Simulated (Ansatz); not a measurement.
**SiAs (doublet): trial inputs and their diagnosis**

3 inputs are run for SiAs (doublet) as typed; the log has to tell whether the result can be used and what must change.

The runs use Ansatz 0.2.0, Gaussian basis; the settings change from run to run.

18 further runs of the same task are left out: 6 that didn't finish, 12 set aside as unsound or not needed. Runs told in other sessions of the task aren't counted.

### 1 The geometry

The geometry is a PBE0/def2-TZVPD stationary point (not a proven minimum) of the parent state, kept for this charge and spin. No spin-orbit coupling is included. The filled d shell of As may be among the frozen orbitals whatever the setting's name suggests.

2 atoms, charge 0, spin multiplicity 2.

Atoms are counted from 1 here; the program's logs count them from 0.

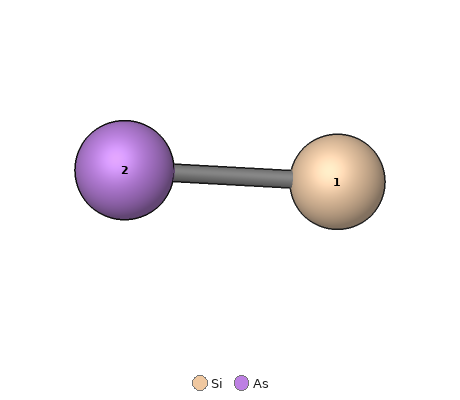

The geometry (silicon light orange, arsenic purple); atoms are numbered from 1 in the order of the file.

### 2 Input 1

in.yaml reads:

```yaml
crystal:
  periodic: [false, false, false]
  atoms:
    - {symbol: Si, position_ang: [0.000000, 0.000000, 0.000000]}
    - {symbol: As, position_ang: [0.000000, 0.000000, 2.289000]}
basis:
  gaussian: {orbitals: STO-3G}
magnetization: {spin_polarized: false, initial_magnetization: 1}
correlation: {active_space: {window: {electrons: 3, orbitals: 3}, places: [1, 2]}}
```

Started as:

```console
$ ansatz run in.yaml --threads 1 --pin off --events-out ev --progress --plain --max-ram 2393MiB
```

Log:

```text
Error: invalid value for `correlation.active_space`: name one of window, places and ras
```

Wall time 0.03 s (1 thread of Arm Neoverse V1, shared host).

What is wrong: The run was refused. The active space is defined twice. Fix: keep one definition.

### 3 Input 2

in.yaml reads:

```yaml
crystal:
  periodic: [false, false, false]
  atoms:
    - {symbol: Si, position_ang: [0.000000, 0.000000, 0.000000]}
    - {symbol: As, position_ang: [0.000000, 0.000000, 2.289000]}
basis:
  gaussian: {orbitals: aug-cc-pVDZ}
magnetization: {spin_polarized: true, initial_magnetization: 1}
correlation: {method: mp2, electrons: valence}
frozen_core: true
output: {forces: true}
```

The command is unchanged.

Log:

```text
Error: YAML parse error: error: line 10 column 1: unknown field `frozen_core`, expected one of crystal, accuracy, basis, kpoints, hamiltonian, magnetization, projection, total_charge, correlation, batch, efield, external_charges, scf, relax, neb, saddle, md, ramp, phonons, dielectric, real_time, elastic, magnetic_configurations, gw, evaluate, workflow, output, checkpoint, execution
  --> <input>:10:1
   |
 8 | magnetization: {spin_polarized: true, initial_magnetization: 1}
 9 | correlation: {method: mp2, electrons: valence}
10 | frozen_core: true
   | ^ unknown field `frozen_core`, expected one of crystal, accuracy, basis, kpoints, hamiltonian, magnetization, projection, total_charge, correlation, batch, efield, external_charges, scf, relax, neb, saddle, md, ramp, phonons, dielectric, real_time, elastic, magnetic_configurations, gw, evaluate, workflow, output, checkpoint, execution
11 | output: {forces: true}
   |
```

It took 0.03 s on 1 thread of Arm Neoverse V1, shared host.

Diagnosis: The run was refused. The input holds a key that the program doesn't read here. To mend it, remove it or spell it as the reference does.

### 4 Input 3

in.yaml reads:

```yaml
crystal:
  periodic: [false, false, false]
  atoms:
    - {symbol: Si, position_ang: [0.000000, 0.000000, 0.000000]}
    - {symbol: As, position_ang: [0.000000, 0.000000, 2.289000]}
basis:
  gaussian: {orbitals: aug-cc-pVDZ}
magnetization: {spin_polarized: false, initial_magnetization: 1}
hamiltonian: {xc: pbe}
correlation: {method: sc_nevpt2, electrons: outside_noble_gas, active_space: {window: {electrons: 3, orbitals: 3}}}
scf: {lower_state_search: full}
```

Launched as before.

Log:

```text
Error: invalid value for `correlation.active_space`: it starts from restricted Hartree–Fock orbitals; set hamiltonian.xc: hf without magnetization.spin_polarized
```

It took 0.03 s on 1 thread of Arm Neoverse V1, shared host.

Diagnosis: The run was refused. An active space is asked on a functional's orbitals. Fix: start from Hartree-Fock.

### 5 Summary

```
input                    level    ended                                                     cause    time
    1       CASSCF(3,3)/STO-3G  refused                         the active space is defined twice  0.03 s
    2   MP2 on UHF/aug-cc-pVDZ  refused  the input holds a key that the program doesn't read here  0.03 s
    3  NEVPT2(3,3)/aug-cc-pVDZ  refused       an active space is asked on a functional's orbitals  0.03 s
```

3 refused.
